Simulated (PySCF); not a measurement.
Vertical excitations of a molecule C3H9N from TDA-B3LYP/def2-SVPD run with PySCF, as energy in eV (oscillator strength): 5.67 (0.006), 6.31 (0.021), 6.54 (0.029), 7.16 (0.035), 7.51 (0.092), 7.81 (0.011), 8.39 (0.004), 8.51 (0.034), 8.55 (0.057), 8.78 (0.001). Lowest triplet (TDA): 5.46 eV. Geometry optimised at B3LYP-D3(BJ)/def2-SVP. The values are those of a single conformer.

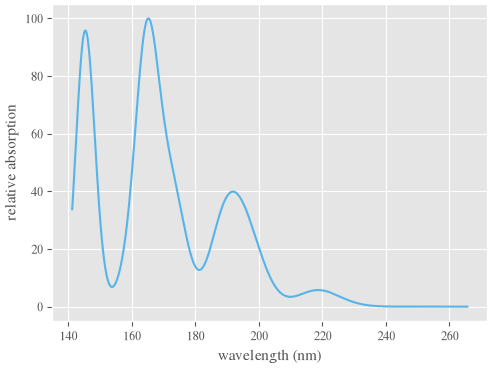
Fig. 1. The lines broadened by 0.4 eV.

Problem. Identify the compound among the candidates.
A. CC(C)N
B. CCNC
C. CCCN
D. CN(C)C

Solution. B, CCNC
